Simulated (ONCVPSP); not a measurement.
# Mn: pseudopotential generation

- system: manganese (Mn, Z = 25), core [Ne], reference valence 3s2 3p6 3d5 4s1 (an ion of charge +1), valence charge 15.
- method: ONCV potential, LDA (Perdew-Wang 92), scalar-relativistic, made with ONCVPSP 4.0.1

### Summary

- outcome: generated
- cutoffs needed: 76 Ha and 88 Ha (the cutoffs at which the residual kinetic energy of the hardest occupied pseudo-wave falls to 1 and 0.1 mHa per electron)
- ghost test: no bound ghost flagged; no localised positive-energy state flagged (flags above 300 eV left out)
- largest excitation error: -12 meV (all-electron minus pseudo) for 3s2 3p6 3d5 4s0 4p1, out of 4 test configurations
- rms error of d²Exc/dni dnj: 2.69 mHa without and 1.99 mHa with the model core
- range over which the phases arctan(r R′/R) at the test radius agree within 0.05 rad (a looser test near the poles than one of phase shifts): s: over the whole range computed; p: up to about 4.1 Ha; d: up to about 2.9 Ha; f: not judged, local potential alone
- hardware: 1 CPU thread, shared host
- wall time: 3.1 s

### The input
```
# ATOM AND REFERENCE CONFIGURATION
# atsym  z   nc   nv     iexc    psfile
  Mn 25.00    3    4  -001012      upf
#
#   n    l    f
    1    0    2.00
    2    0    2.00
    2    1    6.00
    3    0    2.00
    3    1    6.00
    3    2    5.00
    4    0    1.00
#
# PSEUDOPOTENTIAL AND OPTIMIZATION
# lmax
    2
#
#   l,   rc,      ep,       ncon, nbas, qcut
    0    1.25    0.00    4    7    8.90
    1    1.15    0.00    4    7   10.60
    2    1.15    0.00    4    7   15.00
#
# LOCAL POTENTIAL
# lloc, lpopt,  rc(5),   dvloc0
    2    5    1.15    0.00
#
# VANDERBILT-KLEINMAN-BYLANDER PROJECTORs
# l, nproj, debl
    0    2    2.70
    1    1    2.20
    2    0    3.90
#
# MODEL CORE CHARGE
# icmod, fcfact, rcfact
    3    1.75    1.15
#
# LOG DERIVATIVE ANALYSIS
# epsh1, epsh2, depsh
   -5.00    5.00    0.04
#
# OUTPUT GRID
# rlmax, drl
    6.00    0.01
#
# TEST CONFIGURATIONS
# ncnf
    4
# nvcnf
#   n    l    f
    4
    3    0    2.00
    3    1    6.00
    3    2    5.00
    4    0    2.00
#
    4
    3    0    2.00
    3    1    6.00
    3    2    5.00
    4    0    0.00
#
    4
    3    0    2.00
    3    1    6.00
    3    2    4.00
    4    0    0.00
#
    5
    3    0    2.00
    3    1    6.00
    3    2    5.00
    4    0    0.00
    4    1    1.00
#
```

Run as:
```bash
oncvpsp.x < Mn.dat > Mn.out
```

### Log (extracts)
```
ONCVPSP  (Optimized Norm-Conservinng Vanderbilt PSeudopotential)
scalar-relativistic version 4.0.1

#   n    l    f        energy (Ha)
    1    0    2.00    -2.3604002E+02
    2    0    2.00    -2.7576357E+01
    2    1    6.00    -2.3444945E+01
    3    0    2.00    -3.4437881E+00
    3    1    6.00    -2.3078913E+00
    3    2    5.00    -5.5913169E-01
    4    0    1.00    -4.4699942E-01

Reference configufation results
  iterations    25
  all-electron total energy (Ha)   -1.15582387D+03

Begin loop to  construct optimized pseudo wave functions
and semi-local pseudopoentials for all angular momenta

Calculating optimized projector #   1

 for l=   0

    Fraction of norm inside rc  0.890420
    Optimizing pswf for qcut=   8.89 a_B^-1,  ecut=  39.55 Ha
    Residual kinetic energy error=  3.11D-05 Ha

    Energy error per electron        Cutoff
         Ha          eV             Ha
         0.01000     0.27211       23.43
         0.00100     0.02721       30.91
         0.00010     0.00272       36.60
         0.00001     0.00027       69.42

Calculating optimized projector #   2

 for l=   0

    Fraction of norm inside rc  0.041894
    Optimizing pswf for qcut=   8.89 a_B^-1,  ecut=  39.55 Ha
    Residual kinetic energy error=  1.73D-05 Ha

    Energy error per electron        Cutoff
         Ha          eV             Ha
         0.01000     0.27211       15.37
         0.00100     0.02721       27.33
         0.00010     0.00272       34.69
         0.00001     0.00027       43.21

Calculating optimized projector #   1

 for l=   1

    Fraction of norm inside rc  0.781237
    Optimizing pswf for qcut=  10.61 a_B^-1,  ecut=  56.32 Ha
    Residual kinetic energy error=  1.14D-06 Ha

    Energy error per electron        Cutoff
         Ha          eV             Ha
         0.01000     0.27211       23.02
         0.00100     0.02721       29.34
         0.00010     0.00272       34.40
         0.00001     0.00027       39.06

Calculating optimized projector #   1

 for l=   2

    Fraction of norm inside rc  0.579998
    Optimizing pswf for qcut=  15.00 a_B^-1,  ecut= 112.43 Ha
    Residual kinetic energy error=  7.33D-08 Ha

    Energy error per electron        Cutoff
         Ha          eV             Ha
         0.01000     0.27211       61.58
         0.00100     0.02721       76.18
         0.00010     0.00272       87.78
         0.00001     0.00027       97.07

Construct Vanderbilt / Kleinmman-Bylander projectors

B matrix Hermiticity error, ll=   0
   1   2    2.9987E-04

  Orthonormal projector coefficients  3.6097E+01  8.5759E+00

Model core correction analysis
  based on d2Exc/dn_idn_j

d2excae - all-electron derivatives

   -4.040365D-02   -3.769803D-02   -2.792208D-02   -3.068288D-03
   -3.769820D-02   -3.606645D-02   -2.747567D-02   -3.814066D-03
   -2.792246D-02   -2.747590D-02   -2.525237D-02   -1.014423D-02
   -3.068187D-03   -3.813661D-03   -1.013796D-02   -4.081048D-02

d2excps - pseudofunction derivatives with no core correction

   -4.461080D-02   -4.101699D-02   -3.179405D-02   -3.529727D-03
   -4.101725D-02   -3.919708D-02   -3.127465D-02   -4.099638D-03
   -3.179450D-02   -3.127492D-02   -2.780105D-02   -1.041838D-02
   -3.529699D-03   -4.099247D-03   -1.041212D-02   -4.085373D-02

rms 2nd derivative error    2.688159E-03

rmatch, rhocmatch    0.4336   37.4279

Teter function model core charge with specified parameters

d2excps - pseudofunction derivatives with core correction

   -4.216533D-02   -3.979028D-02   -3.103993D-02   -3.300663D-03
   -3.979037D-02   -3.843649D-02   -3.076029D-02   -3.986548D-03
   -3.104028D-02   -3.076054D-02   -2.743591D-02   -1.034962D-02
   -3.300567D-03   -3.986150D-03   -1.034336D-02   -4.083223D-02

rms 2nd derivative error    1.992405E-03

Pseudoatom total energy -103.678449

Diagnostic tests using Vanderbilt-Kleinman-Bylander pseudopotentials
  1 or more projectors used as specified by nproj input data

   l    rcore       rmatch      e in        delta e   norm test  slope test

   0   1.2574780   1.2956577  -3.4437881  -0.0000022   1.0001432   1.0001444
   0   1.2574780   1.2956577  -0.4469994   0.0000075   1.0000584   1.0000514

   1   1.1564548   1.1915673  -2.3078913  -0.0000197   0.9999924   1.0000173

   2   1.1564548   1.1915673  -0.5591317   0.0000013   1.0000023   1.0000028

 Testing for bound ghosts
   n   l    E NL Schr. Eq   E Basis Diag.   E Cutoff

   1   0       -3.443790       -3.443771    119.77
   2   0       -0.446992       -0.272413    119.77

   2   1       -2.307911       -2.307573    115.76

 Testing for highly-localized positive-energy ghosts
       l    <radius>/rc     E Basis Diag.   E Cutoff

       0        0.268671       22.359114    119.77  WARNING - GHOST(+)

Test configuration 0

   n   l     f        eae           eps        diff
   1   0  2.0000 -236.04001575
   2   0  2.0000  -27.57635697
   2   1  6.0000  -23.44494514
   3   0  2.0000   -3.44378808   -3.44379024   -2.16D-06
   3   1  6.0000   -2.30789128   -2.30791096   -1.97D-05
   3   2  5.0000   -0.55913169   -0.55913040    1.29D-06
   4   0  1.0000   -0.44699942   -0.44699191    7.51D-06

    Total energies and differences
      AE_ref= -1.15582387D+03  AE_tst= -1.15582387D+03  dif=  0.00D+00
      PS_ref= -1.03678449D+02  PS_tst= -1.03678449D+02  dif= -4.26D-14
      PSP excitation error=  4.26D-14

Test configuration 1

   n   l     f        eae           eps        diff
   1   0  2.0000 -235.73234374
   2   0  2.0000  -27.27534126
   2   1  6.0000  -23.14334828
   3   0  2.0000   -3.13866049   -3.13877583   -1.15D-04
   3   1  6.0000   -2.00246028   -2.00258606   -1.26D-04
   3   2  5.0000   -0.25757938   -0.25747996    9.94D-05
   4   0  2.0000   -0.19413997   -0.19415652   -1.66D-05

    Total energies and differences
      AE_ref= -1.15582387D+03  AE_tst= -1.15614163D+03  dif= -3.18D-01
      PS_ref= -1.03678449D+02  PS_tst= -1.03996244D+02  dif= -3.18D-01
      PSP excitation error=  3.59D-05

Test configuration 2

   n   l     f        eae           eps        diff
   1   0  2.0000 -236.39862315
   2   0  2.0000  -27.92476866
   2   1  6.0000  -23.79424140
   3   0  2.0000   -3.79666700   -3.79661850    4.85D-05
   3   1  6.0000   -2.66079111   -2.66072376    6.73D-05
   3   2  5.0000   -0.90482922   -0.90502313   -1.94D-04

    Total energies and differences
      AE_ref= -1.15582387D+03  AE_tst= -1.15524066D+03  dif=  5.83D-01
      PS_ref= -1.03678449D+02  PS_tst= -1.03095225D+02  dif=  5.83D-01
      PSP excitation error= -1.55D-05

Test configuration 3

   n   l     f        eae           eps        diff
   1   0  2.0000 -237.09102144
   2   0  2.0000  -28.64141158
   2   1  6.0000  -24.50859910
   3   0  2.0000   -4.46170827   -4.46411191   -2.40D-03
   3   1  6.0000   -3.31645016   -3.31785124   -1.40D-03
   3   2  4.0000   -1.52483854   -1.52486514   -2.66D-05

    Total energies and differences
      AE_ref= -1.15582387D+03  AE_tst= -1.15403471D+03  dif=  1.79D+00
      PS_ref= -1.03678449D+02  PS_tst= -1.01889028D+02  dif=  1.79D+00
      PSP excitation error= -2.58D-04

Test configuration 4

   n   l     f        eae           eps        diff
   1   0  2.0000 -236.09122959
   2   0  2.0000  -27.62511447
   2   1  6.0000  -23.49373248
   3   0  2.0000   -3.49499735   -3.49541064   -4.13D-04
   3   1  6.0000   -2.35898418   -2.35939357   -4.09D-04
   3   2  5.0000   -0.60748930   -0.60789510   -4.06D-04
   4   1  1.0000   -0.29836597   -0.29807073    2.95D-04

    Total energies and differences
      AE_ref= -1.15582387D+03  AE_tst= -1.15564692D+03  dif=  1.77D-01
      PS_ref= -1.03678449D+02  PS_tst= -1.03501054D+02  dif=  1.77D-01
      PSP excitation error= -4.46D-04
```

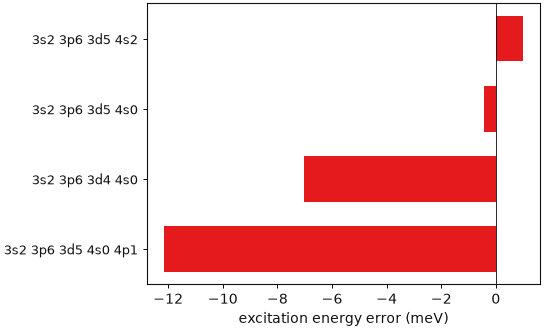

**Figure 1.** Errors, all-electron minus pseudo, of the energies of valence configurations relative to the unpolarised reference 3s2 3p6 3d5 4s1.

- Worst configuration: 3s2 3p6 3d5 4s0 4p1 (charge +1): the error is -12 meV on an all-electron energy of +4.82 eV relative to the reference, or 0.25 %.
- Errors in meV: 3s2 3p6 3d5 4s2: +1.0; 3s2 3p6 3d5 4s0: -0.4; 3s2 3p6 3d4 4s0: -7.0; 3s2 3p6 3d5 4s0 4p1: -12.

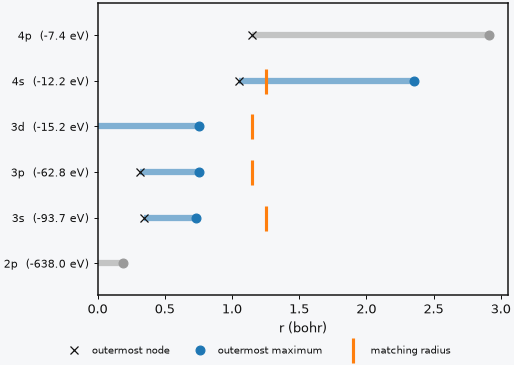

**Figure 2.** Outer shells of the all-electron reference atom: each bar runs from the outermost node (or the nucleus) to the outermost maximum of u(r); the tick is the radius chosen for the pseudo-wave. Shells without a tick have no pseudo-wave of their own. Levels, nodes and maxima are from ld1.x, scalar-relativistic.

- Radii against the shells: 3s: 1.25 bohr, outside the maximum; 3p: 1.15 bohr, outside the maximum; 3d: 1.15 bohr, outside the maximum; 4s: 1.25 bohr, between node and maximum.

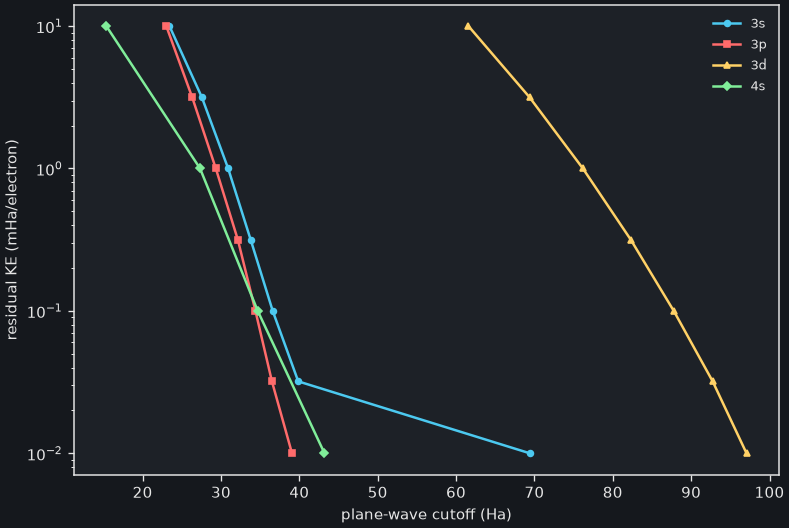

**Figure 3.** Residual kinetic energy of the pseudo-waves (the first of each channel, and further valence shells) beyond the plane-wave cutoff, as the generator prints it.

- Hardest wave at 1 mHa per electron: 3d, with rc = 1.15 bohr and qcut = 15 1/bohr. The optimisation minimises, but can't always remove, the kinetic energy above qcut²/2 = 112.5 Ha, and a larger rc would as a rule soften the wave at some cost in transferability.
- Cutoffs for the occupied states: 76 Ha for 1 mHa and 88 Ha for 0.1 mHa per electron. The first is set by 3d.
- Cutoffs for 1 mHa per electron: 3d: 76 Ha; 3s: 31 Ha; 3p: 29 Ha; 4s: 27 Ha.

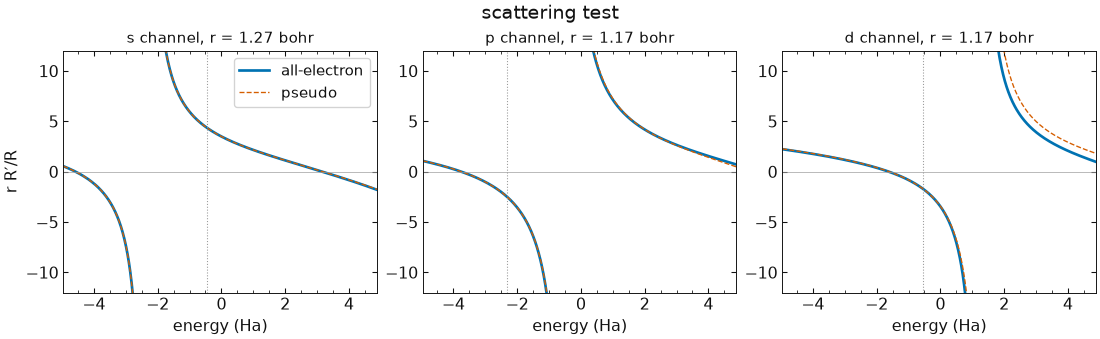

**Figure 4.** Logarithmic derivatives r R′/R at the test radius against energy, all-electron atom (solid) and pseudo-atom (dashed). Here R(r) is the radial function. The dotted line marks the reference energy of the channel. Not drawn: f: not judged.

- Ghost states: the plot shows none: pseudo and all-electron curves have the same branches in all channels drawn. The separate test gives: no bound ghost flagged; no localised positive-energy state flagged (flags above 300 eV left out).
- Zeros of the logarithmic derivative: s: all-electron -4.6 and 3.2 Ha, pseudo -4.6 and 3.2 Ha; p: all-electron -3.8 Ha, pseudo -3.8 Ha; d: all-electron -1.6 Ha, pseudo -1.6 Ha.
- Poles, where the radial function vanishes at the test radius: s: all-electron at -2.3 Ha, pseudo at -2.3 Ha; p: all-electron at -0.4 Ha, pseudo at -0.4 Ha; d: all-electron at 1.2 Ha, pseudo at 1.3 Ha.
